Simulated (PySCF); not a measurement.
# Si2NH6Cl (SMILES [SiH3]N[SiH2]Cl): levels of theory compared

We compute a comparison of 6 runs (PBE/STO-3G, BP86/6-31G, TPSS/6-31G, B3LYP/6-31G*, BP86/aug-cc-pVDZ, MP2/cc-pVDZ) of Si2NH6Cl. Input form: a Python script.

Program for the calculation: PySCF 2.14.0.

## (1) The structure to begin with

The species is Si2NH6Cl (10 atoms), meant as a singlet with charge 0. SMILES: `[SiH3]N[SiH2]Cl`. The shape is that of a PBE0-D4/def2-TZVP optimisation. This is one conformer, not always the lowest.

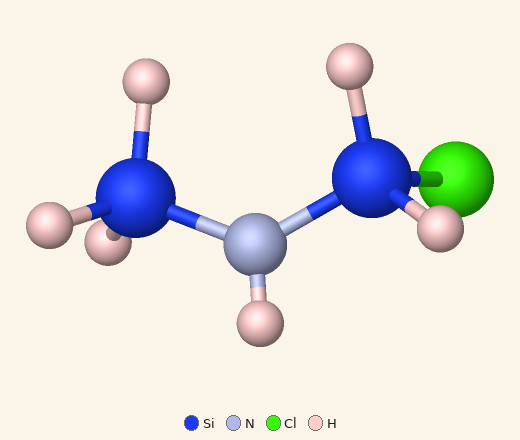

Viewed from a chosen angle; silicon blue, nitrogen light blue, chlorine green, hydrogen pink.

## (2) Energy and forces at PBE/STO-3G (run 1)

File run.py:

```python
from pyscf import gto, dft

molecule = gto.M(
    atom=[
    ('Si', (-0.375100, 1.453700, 0.454700)),
    ('N', (0.207800, -0.171100, 0.616800)),
    ('Si', (0.479300, -1.307600, -0.629300)),
    ('Cl', (-1.223800, -2.339800, -1.175500)),
    ('H', (-0.292600, 1.791900, -0.987400)),
    ('H', (-1.780500, 1.597900, 0.919500)),
    ('H', (0.465000, 2.389000, 1.248200)),
    ('H', (0.223500, -0.545900, 1.555800)),
    ('H', (0.936900, -0.590100, -1.836900)),
    ('H', (1.442500, -2.329100, -0.163000)),
],
    basis='sto-3g',
    verbose=3,
    max_memory=1860,
    charge=0,
)

myscf = dft.RKS(molecule)
myscf.xc = 'pbe'
myscf.grids.level = 5
myscf.conv_tol = 1e-10
myscf.kernel()
if not myscf.converged:
    myscf = myscf.newton().run(myscf.mo_coeff, myscf.mo_occ)

e_tot = myscf.e_tot
print(f'total energy: {e_tot:.8f} hartree')
grad = myscf.nuc_grad_method().kernel()
dip = myscf.dip_moment()
pop, q = myscf.mulliken_pop()
```

Launch:

```sh
OMP_NUM_THREADS=1 python run.py
```

Output:

```text
converged SCF energy = -1084.563505514
total energy: -1084.56350551 hartree
--------------- RKS gradients ---------------
         x                y                z
0 Si     0.0081383014    -0.0236022031     0.0051696762
1 N    -0.0041832644    -0.0046018317     0.0209534312
2 Si    -0.0349211077    -0.0087534987     0.0009392840
3 Cl     0.0250110516     0.0158283171     0.0087748845
4 H     0.0008408585     0.0023889722    -0.0129991493
5 H    -0.0107935358     0.0009317136     0.0033742633
6 H     0.0068305288     0.0077063724     0.0059870168
7 H    -0.0001053325     0.0110009723    -0.0287600226
8 H     0.0030183753     0.0050325628    -0.0068914688
9 H     0.0061668386    -0.0059274974     0.0034372536
----------------------------------------------
Dipole moment(X, Y, Z, Debye):  1.92505,  1.66921,  1.58536
 ** Mulliken pop  **
pop of  0 Si 1s           1.99952
pop of  0 Si 2s           1.98297
pop of  0 Si 3s           1.24482
pop of  0 Si 2px          1.95771
pop of  0 Si 2py          1.95523
pop of  0 Si 2pz          1.95743
pop of  0 Si 3px          0.81492
pop of  0 Si 3py          0.64976
pop of  0 Si 3pz          0.81819
pop of  1 N 1s            1.99399
pop of  1 N 2s            1.54204
pop of  1 N 2px           1.72706
pop of  1 N 2py           1.23571
pop of  1 N 2pz           1.13018
pop of  2 Si 1s           1.99952
pop of  2 Si 2s           1.98270
pop of  2 Si 3s           1.22836
pop of  2 Si 2px          1.95548
pop of  2 Si 2py          1.95570
pop of  2 Si 2pz          1.95664
pop of  2 Si 3px          0.71399
pop of  2 Si 3py          0.72851
pop of  2 Si 3pz          0.74270
pop of  3 Cl 1s           1.99997
pop of  3 Cl 2s           1.99887
pop of  3 Cl 3s           1.98940
pop of  3 Cl 2px          1.99245
pop of  3 Cl 2py          1.99670
pop of  3 Cl 2pz          1.99850
pop of  3 Cl 3px          1.62757
pop of  3 Cl 3py          1.83753
pop of  3 Cl 3pz          1.92632
pop of  4 H 1s            1.11112
pop of  5 H 1s            1.11595
pop of  6 H 1s            1.11642
pop of  7 H 1s            0.82193
pop of  8 H 1s            1.09658
pop of  9 H 1s            1.09754
 ** Mulliken atomic charges  **
charge of    0Si =      0.61943
charge of    1N =     -0.62897
charge of    2Si =      0.73640
charge of    3Cl =     -0.36731
charge of    4H =     -0.11112
charge of    5H =     -0.11595
charge of    6H =     -0.11642
charge of    7H =      0.17807
charge of    8H =     -0.09658
charge of    9H =     -0.09754
```

It took 14 s on 1 thread of Intel Xeon at 2.70GHz, shared host; peak memory 0.43 GiB.

## (3) Energy and gradient at BP86/6-31G (run 2)

File run.py:

```python
from pyscf import gto, dft

mol = gto.Mole()
mol.atom = [
    ('Si', (-0.375100, 1.453700, 0.454700)),
    ('N', (0.207800, -0.171100, 0.616800)),
    ('Si', (0.479300, -1.307600, -0.629300)),
    ('Cl', (-1.223800, -2.339800, -1.175500)),
    ('H', (-0.292600, 1.791900, -0.987400)),
    ('H', (-1.780500, 1.597900, 0.919500)),
    ('H', (0.465000, 2.389000, 1.248200)),
    ('H', (0.223500, -0.545900, 1.555800)),
    ('H', (0.936900, -0.590100, -1.836900)),
    ('H', (1.442500, -2.329100, -0.163000)),
]
mol.verbose = 4
mol.basis = '6-31g'
mol.max_memory = 1860
mol.build()

mf = dft.RKS(mol)
mf.xc = 'bp86'
mf.grids.level = 5
mf.conv_tol = 1e-10
mf.kernel()
if not mf.converged:
    mf = mf.newton().run(mf.mo_coeff, mf.mo_occ)

energy = mf.e_tot
print(f'total energy: {energy:.8f} hartree')
grad = mf.nuc_grad_method().kernel()
mf.analyze()
```

Launch:

```sh
OMP_NUM_THREADS=1 python run.py
```

Output:

```text
PySCF version 2.14.0

[... 95 lines left out ...]
Nuclear Repulsion Energy =             273.655509209676836
[... 9 lines left out ...]
MO #4   energy= -14.0221668947411  occ= 2
[... 7 lines left out ...]
MO #12  energy= -3.54121005991406  occ= 2
[... 7 lines left out ...]
MO #20  energy= -0.510311072519963 occ= 2
[... 7 lines left out ...]
MO #28  energy= -0.270962729230315 occ= 2
[... 7 lines left out ...]
MO #36  energy= 0.0773593698871424 occ= 0
[... 7 lines left out ...]
MO #44  energy= 0.250404043325054  occ= 0
[... 7 lines left out ...]
MO #52  energy= 0.800157740593305  occ= 0
[... 7 lines left out ...]
MO #60  energy= 1.1969741282642    occ= 0
[... 73 lines left out ...]
Dipole moment(X, Y, Z, Debye):  1.58279,  1.32633,  1.60512
```

Wall time 25 s (1 thread of Intel Xeon at 2.70GHz, shared host); peak memory 0.61 GiB.

Runs 3 to 4 aren't shown in full; the table further down has their settings and results.

## (4) Energy and gradient at BP86/aug-cc-pVDZ (run 5)

File geometry.xyz:

```xyz
10
ClH6NSi2
Si    -0.375100     1.453700     0.454700
N      0.207800    -0.171100     0.616800
Si     0.479300    -1.307600    -0.629300
Cl    -1.223800    -2.339800    -1.175500
H     -0.292600     1.791900    -0.987400
H     -1.780500     1.597900     0.919500
H      0.465000     2.389000     1.248200
H      0.223500    -0.545900     1.555800
H      0.936900    -0.590100    -1.836900
H      1.442500    -2.329100    -0.163000
```

File run.py:

```python
from pyscf import gto, dft

system = gto.M(
    atom='geometry.xyz',
    max_memory=1860,
    verbose=4,
    basis='aug-cc-pvdz',
)

calc0 = dft.RKS(system, xc='bp86')
calc0.conv_tol = 1e-10
calc0.grids.level = 5
calc0.kernel()
if not calc0.converged:
    calc0 = calc0.newton().run(calc0.mo_coeff, calc0.mo_occ)

energy = calc0.e_tot
print(f'total energy: {energy:.8f} hartree')
grad = calc0.nuc_grad_method().kernel()
dip = calc0.dip_moment()
pop, q = calc0.mulliken_pop()
```

Launch:

```sh
OMP_NUM_THREADS=1 python run.py
```

Output:

```text
PySCF version 2.14.0

[... 81 lines left out ...]
converged SCF energy = -1097.72874048769
total energy: -1097.72874049 hartree
[... 12 lines left out ...]
Dipole moment(X, Y, Z, Debye):  1.03212,  0.75313,  1.34570
[... 169 lines left out ...]
charge of    9H =      0.35266
```

It took 95 s on 1 thread of Intel Xeon at 2.70GHz, shared host; peak memory 1.9 GiB.

## (5) Energy and gradient at MP2/cc-pVDZ (run 6)

File job.py:

```python
import pyscf.grad
from pyscf import gto, scf, mp

system = gto.M(
    atom='''
Si  -0.375100   1.453700   0.454700
N    0.207800  -0.171100   0.616800
Si   0.479300  -1.307600  -0.629300
Cl  -1.223800  -2.339800  -1.175500
H   -0.292600   1.791900  -0.987400
H   -1.780500   1.597900   0.919500
H    0.465000   2.389000   1.248200
H    0.223500  -0.545900   1.555800
H    0.936900  -0.590100  -1.836900
H    1.442500  -2.329100  -0.163000
''',
    max_memory=1860,
    verbose=3,
    basis='cc-pvdz',
    spin=0,
    charge=0,
)

mf = scf.RHF(system)
mf.conv_tol = 1e-10
mf.kernel()
if not mf.converged:
    mf = mf.newton().run(mf.mo_coeff, mf.mo_occ)

pt = mp.MP2(mf, frozen=16).run()
e_final = pt.e_tot
print('E(%s) = %.9f' % ('MP2', e_final))
grad = pt.Gradients().kernel()
dip = mf.dip_moment()
pop, q = mf.mulliken_pop()
```

Launch:

```sh
OMP_NUM_THREADS=1 python job.py
```

Output:

```text
converged SCF energy = -1095.40547728826
[... 11 lines left out ...]
Dipole moment(X, Y, Z, Debye):  1.27386,  0.82714,  1.47918
[... 109 lines left out ...]
charge of    9H =     -0.10904
```

Run time: 23 s. Hardware: 1 thread of Intel Xeon at 2.70GHz, shared host; peak memory 0.68 GiB.

## (6) All runs side by side

```
run                               level  Cartesian functions  integration grid   energy (Eh)  dipole moment (D) of the reference  HOMO energy (eV)  LUMO energy (eV)  wall time
  1                          PBE/STO-3G                   no                 5  -1084.563506                                3.00             -3.03              4.03       14 s
  2                          BP86/6-31G                   no                 5  -1097.551856                                2.62             -6.50             -0.54       25 s
  3                          TPSS/6-31G                   no                 5  -1097.536733                                2.63             -6.55             -0.34       35 s
  4  B3LYP/6-31G* (Cartesian functions)                  yes                 5  -1097.634144                                2.18             -7.61              0.12       36 s
  5                    BP86/aug-cc-pVDZ                   no                 5  -1097.728740                                1.86             -6.74             -1.12       95 s
  6                         MP2/cc-pVDZ                   no                 –  -1095.910091                                2.12            -11.19              3.69       23 s
```

## (7) Results

| quantity | value |
| --- | --- |
| run 6: total energy | -1095.91009 Eh |
| run 6: dipole moment (Hartree–Fock density) | 2.12 D |
| run 6: HOMO energy (Hartree–Fock orbitals) | -11.19 eV |
| run 6: LUMO energy (Hartree–Fock orbitals) | 3.69 eV |
| run 6: HOMO–LUMO gap (Hartree–Fock orbitals) | 14.88 eV |
| run 6: correlation energy (16 core orbitals frozen) | -504.6 mEh |
| run 6: largest force on an atom | 0.897 eV/Å |

Over runs 1, 2, 3, 4, 5 the dipole moment (its size) runs from 1.86 D (BP86/aug-cc-pVDZ) to 3.00 D (PBE/STO-3G). The two ends differ in method and basis. Over runs 1, 2, 3, 4, 5 the HOMO–LUMO gap runs from 5.63 eV (BP86/aug-cc-pVDZ) to 7.74 eV (B3LYP/6-31G*). Totals of different functionals can't be ranked against each other. In run 1 the basis is minimal, so the values are rough. All runs together took 3.8 min, the longest 95 s.
